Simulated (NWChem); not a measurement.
**GeH2F (SMILES [F][GeH2]): U-r2SCAN/aug-cc-pVDZ, part 1 of 2**

What is the vertical ionisation energy of GeH2F at U-r2SCAN/aug-cc-pVDZ? 

The calculation is run with NWChem 7.3.0.

### 1 The molecule

The species is GeH2F (4 atoms), meant as a doublet with charge 0. As SMILES, `[F][GeH2]`. The shape is that of a PBE0-D4/def2-TZVP optimisation.

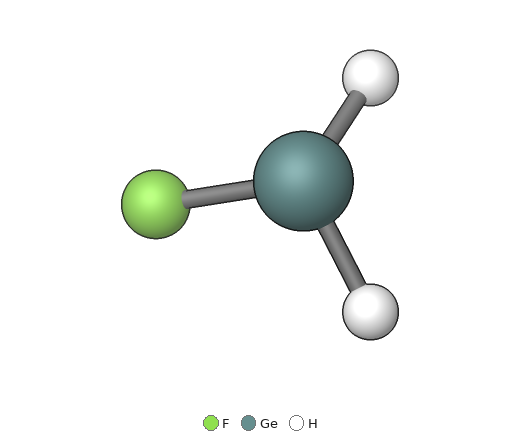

The structure, seen from a chosen angle (fluorine green, germanium teal, hydrogen white).

### 2 A single-point energy at U-r2SCAN/aug-cc-pVDZ

Contents of run.nw:

```
START run
TITLE "FGeH2"
memory 2200 mb
charge 0
GEOMETRY noautosym nocenter noautoz
  F        0.138200      -0.585400       1.442000
  Ge       0.305700      -0.223200      -0.257100
  H       -1.078800      -0.527800      -0.882000
  H        0.690400       1.276000      -0.323100
END
BASIS spherical bse
  * library aug-cc-pVDZ
END
DFT
  xc r2scan
  mult 2
  grid fine
  convergence energy 1e-08
  iterations 100
  mulliken
  noprint "final vectors analysis"
END
TASK dft
```

On the command line:

```bash
$ nwchem run.nw > run.out
```

Standard output:

```text
Northwest Computational Chemistry Package (NWChem) 7.3.0
             --------------------------------------------------------

           Job information
           ---------------

    nwchem branch   = 7.3.0
    use scalapack   = T
    input           = run.nw
    prefix          = run.
    data base       = ./run.db
    status          = startup
    nproc           =        1

           Memory information
           ------------------

    heap     =     72089596 doubles =      550.0 Mbytes
    stack    =     72089601 doubles =      550.0 Mbytes
    global   =    144179200 doubles =     1100.0 Mbytes (distinct from heap & stack)
    total    =    288358397 doubles =     2200.0 Mbytes
    verify   = yes
    hardfail = no

           Directory information
           ---------------------

  0 permanent = .
  0 scratch   = .

                                NWChem Input Module
                                -------------------

                                       FGeH2
                                       -----

 Scaling coordinates for geometry "geometry" by  1.889725989
 (inverse scale =  0.529177249)

                             Geometry "geometry" -> ""
                             -------------------------

 Output coordinates in angstroms (scale by  1.889725989 to convert to a.u.)

  No.       Tag          Charge          X              Y              Z
 ---- ---------------- ---------- -------------- -------------- --------------
    1 F                    9.0000     0.13820000    -0.58540000     1.44200000
    2 Ge                  32.0000     0.30570000    -0.22320000    -0.25710000
    3 H                    1.0000    -1.07880000    -0.52780000    -0.88200000
    4 H                    1.0000     0.69040000     1.27600000    -0.32310000

      Atomic Mass
      -----------

      F                 18.998400
      Ge                73.921900
      H                  1.007825

 Effective nuclear repulsion energy (a.u.)     113.0159910217

            Nuclear Dipole moment (a.u.)
            ----------------------------
        X                 Y               Z
 ---------------- ---------------- ----------------
    20.1025271213   -22.0394962596     6.7004014377

            XYZ format geometry
            -------------------
     4
 geometry
 F                     0.13820000    -0.58540000     1.44200000
 Ge                    0.30570000    -0.22320000    -0.25710000
 H                    -1.07880000    -0.52780000    -0.88200000
 H                     0.69040000     1.27600000    -0.32310000

 ==============================================================================
                                internuclear distances
 ------------------------------------------------------------------------------
       center one      |      center two      | atomic units |  angstroms
 ------------------------------------------------------------------------------
    2 Ge               |   1 F                |     3.29820  |     1.74533
    3 H                |   2 Ge               |     2.92762  |     1.54923
    4 H                |   2 Ge               |     2.92752  |     1.54918
 ------------------------------------------------------------------------------
                         number of included internuclear distances:          3
 ==============================================================================

 ==============================================================================
                                 internuclear angles
 ------------------------------------------------------------------------------
        center 1       |       center 2       |       center 3       |  degrees
 ------------------------------------------------------------------------------
    1 F                |   2 Ge               |   3 H                |   105.43
    1 F                |   2 Ge               |   4 H                |   105.43
    3 H                |   2 Ge               |   4 H                |   113.27
 ------------------------------------------------------------------------------
                            number of included internuclear angles:          3
 ==============================================================================

 Summary of "ao basis" -> "" (spherical)
 ------------------------------------------------------------------------------
       Tag                 Description            Shells   Functions and Types
 ---------------- ------------------------------  ------  ---------------------
 *                        aug-cc-pVDZ                 on all atoms

                                 NWChem DFT Module
                                 -----------------

                                       FGeH2

                      Basis "ao basis" -> "ao basis" (spherical)
                      -----
  [basis functions not shown]

 Summary of "ao basis" -> "ao basis" (spherical)
 ------------------------------------------------------------------------------
       Tag                 Description            Shells   Functions and Types
 ---------------- ------------------------------  ------  ---------------------
 F                        aug-cc-pVDZ                9       23   4s3p2d
 Ge                       aug-cc-pVDZ               14       36   6s5p3d
 H                        aug-cc-pVDZ                5        9   3s2p

 Summary of "ao basis" -> "ao basis" (spherical)
 ------------------------------------------------------------------------------
       Tag                 Description            Shells   Functions and Types
 ---------------- ------------------------------  ------  ---------------------
 F                        aug-cc-pVDZ                9       23   4s3p2d
 Ge                       aug-cc-pVDZ               14       36   6s5p3d
 H                        aug-cc-pVDZ                5        9   3s2p

  Caching 1-el integrals
  itol2e modified to match energy
  convergence criterion.
  tol_rho modified to match energy
  convergence criterion.

            General Information
            -------------------
          SCF calculation type: DFT
          Wavefunction type:  spin polarized.
          No. of atoms     :     4
          No. of electrons :    43
           Alpha electrons :    22
            Beta electrons :    21
          Charge           :     0
          Spin multiplicity:     2
          Use of symmetry is: off; symmetry adaption is: off
          Maximum number of iterations: 100
          AO basis - number of functions:    77
                     number of shells:    33
          Convergence on energy requested:  1.00D-08
          Convergence on density requested:  1.00D-05
          Convergence on gradient requested:  5.00D-04

              XC Information
              --------------
                      r^2SCAN Method XC Functional
               r^2SCAN metaGGA Exchange Functional  1.000
                     r^2SCAN Correlation Potential  1.000

             Grid Information
             ----------------
          Grid used for XC integration:  fine
          Radial quadrature: Mura-Knowles
          Angular quadrature: Lebedev.
          Tag              B.-S. Rad. Rad. Pts. Rad. Cut. Ang. Pts.
          ---              ---------- --------- --------- ---------
          F                   0.50       70          12.0       590
          Ge                  1.25      140          13.0       974
          H                   0.35       60          13.0       590
          Grid pruning is: on
          Number of quadrature shells:   330
          Spatial weights used:  Erf1

          Convergence Information
          -----------------------
          Convergence aids based upon iterative change in
          total energy or number of iterations.
          Levelshifting, if invoked, occurs when the
          HOMO/LUMO gap drops below (HL_TOL):  1.00D-02
          DIIS, if invoked, will attempt to extrapolate
          using up to (NFOCK): 10 stored Fock matrices.

                    Damping( 0%)  Levelshifting(0.5)       DIIS
                  --------------- ------------------- ---------------
          dE  on:    start            ASAP                start
          dE off:    2 iters        100 iters           100 iters

      Screening Tolerance Information
      -------------------------------
          Density screening/tol_rho:  1.00D-11
          AO Gaussian exp screening on grid/accAOfunc:  18
          CD Gaussian exp screening on grid/accCDfunc:  20
          XC Gaussian exp screening on grid/accXCfunc:  20
          Schwarz screening/accCoul:  1.00D-09

      Superposition of Atomic Density Guess
      -------------------------------------

 Sum of atomic energies:       -2175.66556907

      Non-variational initial energy
      ------------------------------

 Total energy =   -2175.782828
 1-e energy   =   -3259.156222
 2-e energy   =     970.357403
 HOMO         =      -0.153332
 LUMO         =       0.010586

   Time after variat. SCF:      2.1

     ---------------------------------------------
      Total Density - Mulliken Population Analysis
     ---------------------------------------------

    Atom       Charge   Shell Charges
 -----------   ------   -------------------------------------------------------
    1 F    9     9.73   2.00  0.92  1.02  0.02  3.52  2.17  0.07  0.00  0.01
    2 Ge  32    31.33   2.00  2.00  2.02  0.84  0.66  0.04  6.00  6.00  0.89  0.75  0.04  9.96  0.11  0.02
    3 H    1     0.97   0.66  0.29  0.00  0.01  0.01
    4 H    1     0.97   0.66  0.29  0.00  0.01  0.01

     --------------------------------------------
      Spin Density - Mulliken Population Analysis
     --------------------------------------------

    Atom       Charge   Shell Charges
 -----------   ------   -------------------------------------------------------
    1 F    9    -0.01   0.00  0.00 -0.00 -0.02  0.03 -0.00 -0.02  0.00  0.00
    2 Ge  32     0.83  -0.00 -0.00  0.00  0.07  0.13  0.03  0.00 -0.00  0.25  0.32  0.03  0.00  0.00  0.00
    3 H    1     0.09   0.05  0.04  0.00  0.00  0.01
    4 H    1     0.09   0.05  0.04  0.00  0.00  0.01
   Time prior to 1st pass:      2.1

 Grid_pts file          = ./run.gridpts.0
 Record size in doubles =  12289        No. of grid_pts per rec  =   3070
 Max. records in memory =    117        Max. recs in file   = *********

           Memory utilization after 1st SCF pass:
           Heap Space remaining (MW):       37.09            37091636
          Stack Space remaining (MW):       72.09            72088804

   convergence    iter        energy       DeltaE   RMS-Dens  Diis-err    time
 ---------------- ----- ----------------- --------- --------- ---------  ------
 d= 0,ls=0.0,diis     1  -2177.8874161905 -2.29D+03  1.04D-02  1.40D-01     4.9
                                                     9.99D-03  1.33D-01
 d= 0,ls=0.0,diis     2  -2177.5269475958  3.60D-01  6.04D-03  1.08D+00     7.7
                                                     7.07D-03  1.10D+00
 d= 0,ls=0.0,diis     3  -2177.9570203427 -4.30D-01  7.21D-04  2.64D-03    10.5
                                                     6.97D-04  2.70D-03
 d= 0,ls=0.0,diis     4  -2177.9581266409 -1.11D-03  2.74D-04  3.03D-04    13.2
                                                     1.85D-04  2.75D-04
 d= 0,ls=0.0,diis     5  -2177.9582674861 -1.41D-04  9.43D-05  2.89D-05    16.1
                                                     8.41D-05  2.81D-05
  Resetting Diis
 d= 0,ls=0.0,diis     6  -2177.9582812698 -1.38D-05  2.60D-05  9.10D-07    19.1
                                                     1.20D-05  7.87D-07
 d= 0,ls=0.0,diis     7  -2177.9582818689 -5.99D-07  5.31D-06  4.02D-08    21.9
                                                     5.37D-06  4.05D-08
 d= 0,ls=0.0,diis     8  -2177.9582818704 -1.52D-09  2.52D-06  6.61D-08    24.9
                                                     2.39D-06  7.04D-08

         Total DFT energy =    -2177.958281870400
      One electron energy =    -3259.225591670458
           Coulomb energy =     1058.398293984354
    Exchange-Corr. energy =      -90.146975205947
 Nuclear repulsion energy =      113.015991021652

 Numeric. integr. density =       42.999999373463

     Total iterative time =     22.8s

     ---------------------------------------------
      Total Density - Mulliken Population Analysis
     ---------------------------------------------

    Atom       Charge   Shell Charges
 -----------   ------   -------------------------------------------------------
    1 F    9     9.55   2.01  0.90  1.03  0.11  3.30  2.07  0.12  0.00  0.01
    2 Ge  32    31.66   2.00  2.00  2.02  0.94  0.57  0.00  6.00  6.00  1.27  0.68  0.01  9.91  0.22  0.02
    3 H    1     0.90   0.70  0.18 -0.00  0.01  0.00
    4 H    1     0.90   0.70  0.18 -0.00  0.01  0.00

     --------------------------------------------
      Spin Density - Mulliken Population Analysis
     --------------------------------------------

    Atom       Charge   Shell Charges
 -----------   ------   -------------------------------------------------------
    1 F    9     0.02   0.00  0.00 -0.00 -0.00  0.05 -0.00 -0.03  0.00 -0.00
    2 Ge  32     0.81   0.00  0.00  0.00  0.08  0.12 -0.01  0.00  0.00  0.34  0.26  0.01 -0.01  0.01  0.00
    3 H    1     0.08   0.05  0.03  0.00  0.00  0.00
    4 H    1     0.08   0.05  0.03  0.00  0.00  0.00

     -------------------------------------------
      Total Density - Lowdin Population Analysis
     -------------------------------------------

    Atom       Charge   Shell Charges
 -----------   ------   -------------------------------------------------------
    1 F    9     9.42   1.92  0.93  0.80  0.15  3.17  2.04  0.35  0.00  0.06
    2 Ge  32    31.21   2.00  1.98  1.73  0.73  0.33  0.10  6.00  5.87  1.22  0.74  0.06  9.76  0.50  0.20
    3 H    1     1.18   0.57  0.34  0.06  0.03  0.19
    4 H    1     1.18   0.57  0.34  0.06  0.03  0.19

     ------------------------------------------
      Spin Density - Lowdin Population Analysis
     ------------------------------------------

    Atom       Charge   Shell Charges
 -----------   ------   -------------------------------------------------------
    1 F    9     0.08   0.00  0.00 -0.00  0.00  0.05  0.01  0.01 -0.00  0.01
    2 Ge  32     0.72   0.00  0.00  0.00  0.06  0.03  0.01  0.00  0.00  0.33  0.22  0.02 -0.01  0.02  0.02
    3 H    1     0.10   0.04  0.01  0.00  0.00  0.05
    4 H    1     0.10   0.04  0.01  0.00  0.00  0.05

   alpha - beta orbital overlaps
   -----------------------------

   alpha      1      2      3      4      5      6      7      8      9     10
    beta      1      2      4      3      5      6      7      8      9     10
 overlap   1.000  1.000  0.861  0.861  1.000  1.000  1.000  0.872  0.872  1.000

   alpha     11     12     13     14     15     16     17     18     19     20
    beta     11     13     12     14     15     16     17     18     19     20
 overlap   0.998  0.987  0.763  0.763  0.985  1.000  0.995  0.996  0.996  0.991

   alpha     21     22     23     24     25     26     27     28     29     30
    beta     21     22     23     24     25     27     28     26     29     31
 overlap   0.996  0.990  0.995  0.987  0.887  0.864  0.892  0.894  0.920  0.964

   alpha     31     32     33     34     35     36     37     38     39     40
    beta     30     32     33     34     35     36     37     38     39     40
 overlap   0.974  0.953  0.991  0.980  0.984  0.924  0.984  0.941  0.941  0.945

   alpha     41     42     43     44     45     46     47     48     49     50
    beta     41     42     43     44     46     45     47     48     49     51
 overlap   0.932  0.951  0.800  0.823  0.989  0.968  0.994  0.997  0.977  0.977

   alpha     51     52     53     54     55     56     57     58     59     60
    beta     50     52     53     54     55     56     57     58     59     61
 overlap   0.992  0.998  0.992  0.999  0.999  0.999  0.999  1.000  0.999  0.999

   alpha     61     62     63     64     65     66     67     68     69     70
    beta     60     62     63     64     65     66     67     68     69     70
 overlap   1.000  0.998  1.000  0.998  1.000  1.000  1.000  1.000  1.000  1.000

   alpha     71     72     73     74     75     76     77
    beta     71     72     73     74     75     76     77
 overlap   1.000  1.000  0.999  1.000  0.999  1.000  1.000

     --------------------------
     Expectation value of S2:
     --------------------------
      <S2> =      0.7526 (Exact =     0.7500)

 center of mass
 --------------
 x =   0.49428902 y =  -0.53479450 z =   0.14283710

 moments of inertia (a.u.)
 ------------------
         175.872241504194          -6.814734982565          11.308376451354
          -6.814734982565         168.435629621706          34.678674161148
          11.308376451354          34.678674161148          24.785574790356

     Multipole analysis of the density
     ---------------------------------

     L   x y z        total         alpha         beta         nuclear
     -   - - -        -----         -----         ----         -------
     0   0 0 0     -0.000000    -22.000000    -21.000000     43.000000

     1   1 0 0      0.059037    -10.560488     -9.483002     20.102527
     1   0 1 0      0.177691     11.512953     10.704235    -22.039496
     1   0 0 1     -0.760153     -3.320671     -4.139883      6.700401

     2   2 0 0    -17.255563    -19.370949    -15.035845     17.151231
     2   1 1 0      0.086866      3.518895      1.786050     -5.218079
     2   1 0 1     -0.159913      0.447758     -0.632447      0.024776
     2   0 2 0    -17.546931    -22.363549    -18.699451     23.516069
     2   0 1 1      0.785908     10.143103     11.025605    -20.382800
     2   0 0 2    -19.233449    -49.793692    -46.974015     77.534258

 Task  times  cpu:       24.9s     wall:       24.9s
 Total times  cpu:       24.9s     wall:       24.9s
```

Wall time 26 s (1 thread of AMD EPYC 9R45 (Zen 5), shared host); peak memory 0.11 GiB.

(Continued in part 2 of 2.)
